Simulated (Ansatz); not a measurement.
# TiGe (model cell, started as rocksalt type): the cell at rest

Task: relax TiGe (model cell, started as rocksalt type) tightly.

Calculated with Ansatz 0.2.0; DFT PBE, scalar-relativistic, plane waves, PAW.

The structure was built from a prototype and need not be the compound's stable phase.

## 1. The structure

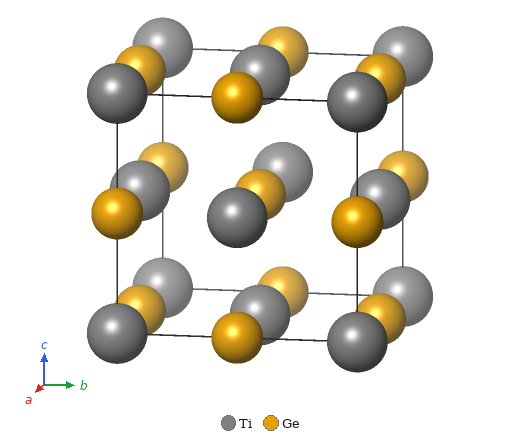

The starting structure, seen slightly off an axis (titanium grey, germanium orange). This picture shows the conventional cell, with its axes. Some periodic images of atoms are drawn too.

## 2. A coarse first look

First a cheap look: the gap decides the mesh and the occupations, the pressure tells how far the cell has to move.

File input.yaml:

```yaml
crystal:
  lattice:
    - [0.0, 2.605, 2.605]
    - [2.605, 0.0, 2.605]
    - [2.605, 2.605, 0.0]
  atoms:
    - { symbol: Ti, position: [0.0, 0.0, 0.0] }
    - { symbol: Ge, position: [0.5, 0.5, 0.5] }
kpoints:
  mp_grid: { grid: [6, 6, 6] }
hamiltonian:
  xc: pbe
scf:
  occupations: { method: gaussian, width: 0.1 }
output:
  forces: true
  stress: true
  eigenvalues: true
```

Run with:

```bash
> ansatz run input.yaml --threads 4 --pin off --max-ram 7168MiB --backend cpu --events-out ev --progress --plain --runs-dir out
```

Numbers of over 12 decimals in the logs are rounded to 6 here.

Output:

```text
Engine: ansatz 0.2.0, aarch64-unknown-linux-gnu
Pseudopotentials: kind: paw
Pseudopotential: Ti, paw, valence charge 12, recommended cutoff 420 eV (normal), Ti.paw.azcp
Pseudopotential: Ge, paw, valence charge 14, recommended cutoff 420 eV (normal), Ge.paw.azcp
Functional definition: PBE
  parameter kappa = 0.804
  parameter beta = 0.066725
  exchange = pbe_x(kappa = kappa, mu = beta*pi^2/3)
[...]
--- Band table (eV; the first three rows and the last of 16) ---
  k-point 0: bands = [... 9 lower, 1.5128, 12.3667, 12.3667, 12.3667, 12.7746, 12.7746, 15.4192, 15.4192]
  k-point 1: bands = [... 9 lower, 1.9562, 11.3454, 11.8397, 11.8397, 12.7114, 12.7114, 14.5273, 16.5486]
  k-point 2: bands = [... 9 lower, 3.1653, 8.8820, 10.8614, 10.8614, 13.2917, 13.2917, 14.2156, 18.1944]
  k-point 15: bands = [... 9 lower, 4.3868, 8.9980, 9.9232, 10.5867, 13.5188, 14.0136, 14.0384, 14.2776]
[key lines of the parts left out:]
SCF converged after 6 iterations
Free energy (F): -6795.592469 eV
Fermi energy:    12.193649 eV
P = ⅓ Tr σ = -1.0963 GPa (-10.963 kbar)
```

Elapsed: 0.91 s, on 4 threads of Arm Neoverse V1, shared host; peak memory 0.3 GiB.

This step gave:

```yaml
pressure: -1.096 GPa
volume_per_atom: 17.68 Å³
gap_on_the_k_mesh: 0 eV
```

The coarse mesh shows no gap and a pressure of -1.1 GPa.

## 3. Relaxation

The cell and atoms are relaxed, since residual forces and stress would shift the frequencies.

input.yaml, the sections that differ from step 2:

```yaml
kpoints:
  mp_grid: { grid: [12, 12, 12] }
output:
  forces: true
  stress: true
  eigenvalues: true
  write_density: true
  write_potential: true
  elf: true
  volumetric_format: npy
relax:
  adjacent_minimum: "off"
  f_tol: 0.005
  max_steps: 80
  cell: { stress_tol: 0.05 }
# crystal, hamiltonian, scf: as in step 2
```

Output:

```text
[...]
Crystal: 2 atoms, lattice volume = 35.355 Å³
Basis set: ecut = 420 eV, 701 PW (Γ), exchange–correlation on 50×50×50 points (8 copies of the dense FFT grid, shifted against one another)
Bands: 17, of which v1, the nominal top of the filled ones, is band 13 counted from 1 (12 counted from 0)
Symmetry: 48 space group operations
[...]
k-points: 72 of 1728
[...]
SCF iter   1: F=—  HF=-6795.602789 eV  |F-HF|=—  |Δ(HF+E_count)|=         —  Δρ=6.08e-3  dr2=1.33e-2  ethr=1.77e-3  ⟨swp⟩=4.5  Hψ=5087  notcnv=0
[...]
SCF iter   6: F=-6795.601034 eV  HF=-6795.601034 eV  |F-HF|=1.15e-8  |Δ(HF+E_count)|=  4.87e-10  Δρ=1.45e-5  dr2=5.80e-8  ethr=3.85e-10  ⟨swp⟩=5.8  Hψ=7229  notcnv=0
SCF 1 converged in 6 iterations: F = -6795.601034 eV  dr2 = 5.80e-8
[...]
relax step   1: F+E_penalty+E_count = -6795.60103385 eV  Δ(F+E_penalty+E_count) = +0.000e0 eV  max|allowed force component| = 1.926e-29 eV/Å  Δτ_max = 0.0000 Å  P = -1.022 GPa  Ω = 35.355 Å³  (6 SCF iters, dr2 threshold 1.00e-7 eV, accepted)
Crystal: 2 atoms, lattice volume = 34.953 Å³
[...]
iter 1 solved again at ethr=6.61e-7 eV; its pass at ethr=3.10e-3 eV (dr2=1.72e-4 eV) is discarded
[...]
SCF iter   6: F=-6795.602133 eV  HF=-6795.602133 eV  |F-HF|=3.60e-10  |Δ(HF+E_count)|=  6.49e-10  Δρ=1.71e-6  dr2=1.22e-9  ethr=5.75e-11  ⟨swp⟩=4.4  Hψ=6195  notcnv=0
SCF 2 converged in 6 iterations: F = -6795.602133 eV  dr2 = 1.22e-9
relax step   2: F+E_penalty+E_count = -6795.60213289 eV  Δ(F+E_penalty+E_count) = -1.099e-3 eV  max|allowed force component| = 5.101e-29 eV/Å  Δτ_max = 0.0000 Å  P = +0.210 GPa  Ω = 34.953 Å³  energy of the carried Pulay correction = +6.404e-5 eV  (6 SCF iters, dr2 threshold 2.00e-7 eV, accepted)
Crystal: 2 atoms, lattice volume = 35.021 Å³
[...]
SCF iter   6: F=-6795.602166 eV  HF=-6795.602166 eV  |F-HF|=4.55e-12  |Δ(HF+E_count)|=  4.46e-11  Δρ=2.31e-7  dr2=2.23e-11  ethr=1.00e-12  ⟨swp⟩=3.9  Hψ=5687  notcnv=0
SCF 3 converged in 6 iterations: F = -6795.602166 eV  dr2 = 2.23e-11
relax step   3: F+E_penalty+E_count = -6795.60216570 eV  Δ(F+E_penalty+E_count) = -3.281e-5 eV  max|allowed force component| = 9.598e-29 eV/Å  Δτ_max = 0.0000 Å  P = -0.003 GPa  Ω = 35.021 Å³  energy of the carried Pulay correction = +5.319e-5 eV  (6 SCF iters, dr2 threshold 1.10e-7 eV, accepted)
[...]
SCF iter   8: F=-6795.602114 eV  HF=-6795.602114 eV  |F-HF|=9.09e-13  |Δ(HF+E_count)|=  9.09e-13  Δρ=4.44e-10  dr2=6.66e-17  ethr=1.00e-12  ⟨swp⟩=2.0  Hψ=3345  notcnv=0
SCF 4 converged in 8 iterations: F = -6795.602114 eV  dr2 = 6.66e-17
relax step   4: F+E_penalty+E_count = -6795.60211432 eV  Δ(F+E_penalty+E_count) = +5.138e-5 eV  max|allowed force component| = 8.914e-29 eV/Å  Δτ_max = 0.0000 Å  P = -0.003 GPa  Ω = 35.021 Å³  stress off target by 2.51e-3 GPa  SCF on the basis re-selected at this cell (its energy is not comparable with the rows above)  (8 SCF iters)
basis re-selected at this cell: Δ(F+E_penalty+E_count) = +5.138e-5 eV, ΔP = +0.001 GPa vs the last step (what re-selecting the basis moved, of the pressure what is left beyond the Pulay correction that the steps carried, after the strain that the cell walked since its last selection, with what the two solves' SCF thresholds leave and, on support functions, any second-order correction that the steps lacked; it is no m [...]
SCF converged after 8 iterations
Free energy (F): -6795.602114 eV
[...]
Internal energy: -6795.599301 eV  (E = F + TS)
E sigma→0 (E₀):  -6795.600708 eV
Entropy (-TS):   -0.002813 eV (-1.406 meV/atom)
Fermi energy:    12.401695 eV
[...]
--- Stress (GPa, compression-positive) ---
       -0.002510      -0.000000      -0.000000
       -0.000000      -0.002510       0.000000
       -0.000000       0.000000      -0.002510
  P = ⅓ Tr σ = -0.0025 GPa (-0.025 kbar)
--- Band table (eV; the first three rows and the last of 72) ---
  k-point 0: bands = [... 9 lower, 1.6111, 12.5003, 12.5003, 12.5003, 12.9168, 12.9168, 15.6036, 15.6036]
  k-point 1: bands = [... 9 lower, 1.7247, 12.2535, 12.4474, 12.4474, 12.7541, 12.7541, 15.2509, 15.9620]
  k-point 2: bands = [... 9 lower, 2.0592, 11.4772, 11.9743, 11.9743, 12.8505, 12.8505, 14.7076, 16.7417]
  k-point 71: bands = [... 9 lower, 4.6132, 9.5023, 9.5023, 10.3196, 14.0696, 14.0696, 14.1704, 14.5615]
--- Relaxed structure (3 steps of the walk, 3 accepted, 1 SCFs on fresh bases) ---
  F+E_penalty+E_count = -6795.60211432 eV   max|allowed force component| = 8.914e-29 eV/Å   (the final SCF, on the basis selected at the relaxed cell)
  cell:  # Å, volume = 35.0207 Å³
    - [0, 2.596758, 2.596758]
    - [2.596758, 0, 2.596758]
    - [2.596758, 2.596758, 0]
  atoms:
    - { symbol: Ti, position: [0, 0, 0] }
    - { symbol: Ge, position: [0.500000, 0.500000, 0.500000] }
```

It took 4.1 s on 4 threads; peak memory 0.38 GiB; 14 s of CPU time.

Step by step:

```tsv
step	energy less that of the first step (eV)	largest force component (eV/Å)	pressure (GPa)	volume (Å³)
1	0.0000	0.0000	-1.02	35.36
2	-0.0011	0.0000	0.21	34.95
3	-0.0011	0.0000	0.00	35.02
4*	-0.0011	0.0000	0.00	35.02
```

Relaxation steps marked * repeat the geometry before them on a plane-wave basis chosen anew for their cell, so energy and pressure can jump there.

The run keeps the 48 symmetry operations that it works with, so distortions that break them were not tested.

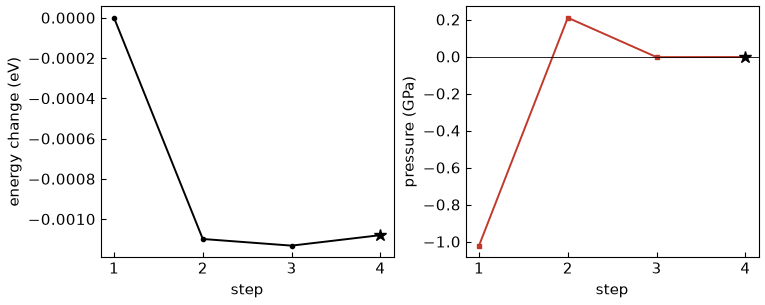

Energy and pressure along the relaxation. Stars mark steps on a basis chosen anew.

```tsv
conventional cell, symmetrised	before	after	change
a (Å)	5.210	5.194	-0.3 %
b (Å)	5.210	5.194	-0.3 %
c (Å)	5.210	5.194	-0.3 %
volume (Å³/atom)	17.68	17.51	-0.9 %
```

The relaxed structure:

```cif
data_structure
_symmetry_space_group_name_H-M 'P 1'
_symmetry_Int_Tables_number 1
_cell_length_a 3.6724
_cell_length_b 3.6724
_cell_length_c 3.6724
_cell_angle_alpha 60.000
_cell_angle_beta 60.000
_cell_angle_gamma 60.000
_cell_volume 35.02
loop_
_atom_site_label
_atom_site_type_symbol
_atom_site_fract_x
_atom_site_fract_y
_atom_site_fract_z
_atom_site_occupancy
Ti1 Ti 0.00000 0.00000 0.00000 1
Ge2 Ge 0.50000 0.50000 0.50000 1
```

This step gave:

```yaml
pressure: -0.002510 GPa
volume_per_atom: 17.51 Å³
```

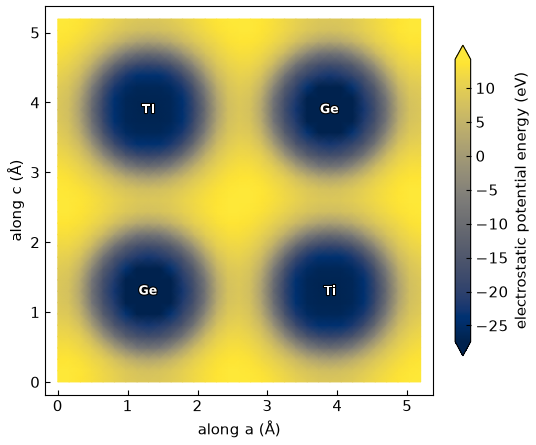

Electrostatic potential energy in the ac plane of the conventional cell at fractional y = 0.000, with atoms of Ti and Ge within 0.2 Å of it. With pseudopotentials it is smooth inside the atoms' cores, unlike the true potential. The map starts off the cell's origin, so that atoms lie inside it.

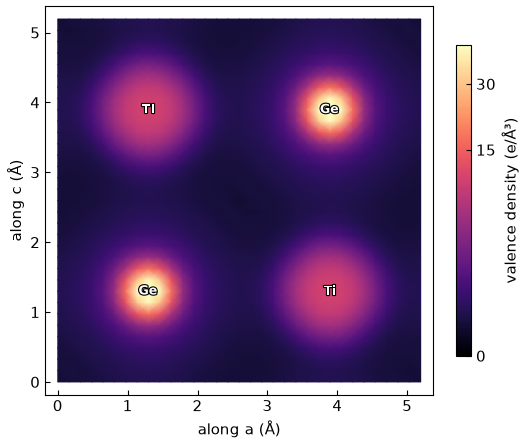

Valence density in the ac plane of the conventional cell at fractional y = 0.000, with atoms of Ti and Ge within 0.2 Å of it. It is the smooth field of the valence electrons, not physical close to the nuclei. The map starts off the cell's origin, so that atoms lie inside it. The colour scale is stretched toward low values.

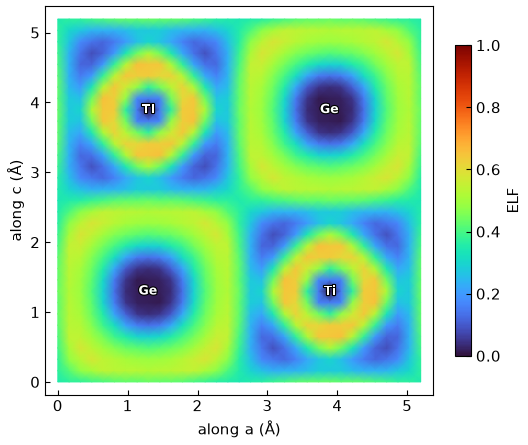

ELF in the ac plane of the conventional cell at fractional y = 0.000, with atoms of Ti and Ge within 0.2 Å of it. It is the smooth field of the valence electrons, not physical close to the nuclei. The map starts off the cell's origin, so that atoms lie inside it.

In this step the volume went from 17.68 to 17.51 Å³/atom.

## 4. Tight relaxation

Phonons need a cell at rest on their own settings, so the relaxation is repeated with tight tolerances on forces and stress on the k mesh and occupations of the first response run.

input.yaml, the sections that differ from step 3:

```yaml
crystal:
  lattice:
    - [0.0, 2.5967582877, 2.5967582877]
    - [2.5967582877, 0.0, 2.5967582877]
    - [2.5967582877, 2.5967582877, 0.0]
  atoms:
    - { symbol: Ti, position: [0.0, 0.0, 0.0] }
    - { symbol: Ge, position: [0.5, 0.5, 0.5] }
scf:
  occupations: { method: methfessel_paxton, width: 0.15 }
relax:
  adjacent_minimum: "off"
  f_tol: 0.001
  max_steps: 60
  cell: { stress_tol: 0.01 }
# kpoints, hamiltonian, output: as in step 3
```

Output:

```text
[...]
Crystal: 2 atoms, lattice volume = 35.021 Å³
Basis set: ecut = 420 eV, 701 PW (Γ), exchange–correlation on 50×50×50 points (8 copies of the dense FFT grid, shifted against one another)
Bands: 17, of which v1, the nominal top of the filled ones, is band 13 counted from 1 (12 counted from 0)
[... 1 set-up line as in the run before ...]
[...]
k-points: 72 of 1728
[...]
k-point 71: bands = [... 9 lower, 4.6134, 9.5023, 9.5023, 10.3197, 14.0695, 14.0695, 14.1702, 14.5613]
--- Relaxed structure (1 steps of the walk, 1 accepted, 1 SCFs on fresh bases) ---
[...]
cell:  # Å, volume = 35.0207 Å³
    - [0.0, 2.5967582877, 2.5967582877]
    - [2.5967582877, 0.0, 2.5967582877]
    - [2.5967582877, 2.5967582877, 0.0]
  atoms:
    - { symbol: Ti, position: [0.0, 0.0, 0.0] }
    - { symbol: Ge, position: [0.5, 0.5, 0.5] }
[key lines of the parts left out:]
SCF converged after 6 iterations
Free energy (F): -6795.600470 eV
Fermi energy:    12.403533 eV
P = ⅓ Tr σ = -0.0094 GPa (-0.094 kbar)
```

Wall time 2.6 s (4 threads); peak memory 0.38 GiB.

Little changed from the start: no atom moved by 0.005 Å and no cell edge by 0.1 %.

Numbers from this step:

```yaml
pressure: -0.009416 GPa
```

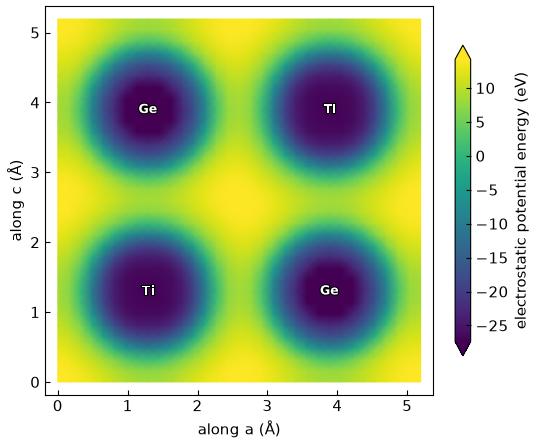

Electrostatic potential energy in the ac plane of the conventional cell at fractional y = 0.000, with atoms of Ti and Ge within 0.2 Å of it. With pseudopotentials it is smooth inside the atoms' cores, unlike the true potential. The map starts off the cell's origin, so that atoms lie inside it.

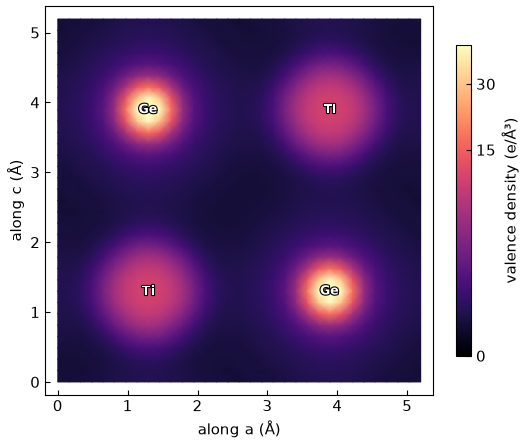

Valence density in the ac plane of the conventional cell at fractional y = 0.000, with atoms of Ti and Ge within 0.2 Å of it. It is the smooth field of the valence electrons, not physical close to the nuclei. The map starts off the cell's origin, so that atoms lie inside it. The colour scale is stretched toward low values.

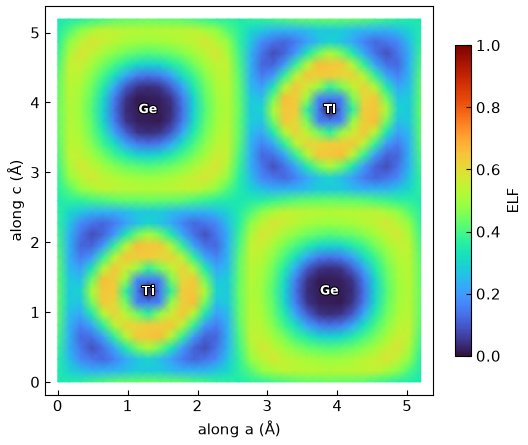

ELF in the ac plane of the conventional cell at fractional y = 0.000, with atoms of Ti and Ge within 0.2 Å of it. It is the smooth field of the valence electrons, not physical close to the nuclei. The map starts off the cell's origin, so that atoms lie inside it.

The forces vanish by symmetry and the pressure is -0.009 GPa, within the tolerances set. The cell now holds 17.51 Å³/atom.

## 5. Summary of results

- space group after relaxation: Fm-3m
- lattice constant a: 5.194 Å
- lattice constant b: 5.194 Å
- lattice constant c: 5.194 Å
- volume per atom: 17.5 Å³

**Reading.** The forces vanish by symmetry and the pressure is -0.009 GPa, within the tolerances set. The cell now holds 17.51 Å³/atom. The relaxation keeps the symmetry of its start, so it says nothing on stability against lower symmetry. The starting cell was built on a prototype and not taken from a measurement, so the phase need not exist.

[Logs are printed without paths, hosts, clocks, repeated set-up lines and the standing remarks that a program may print on its own settings, such as how far it seeks lower states.]

[Hosts, paths, dates, database ids (printed as entryN), source tags and the programs' standing remarks are cut or masked in the printed files.]
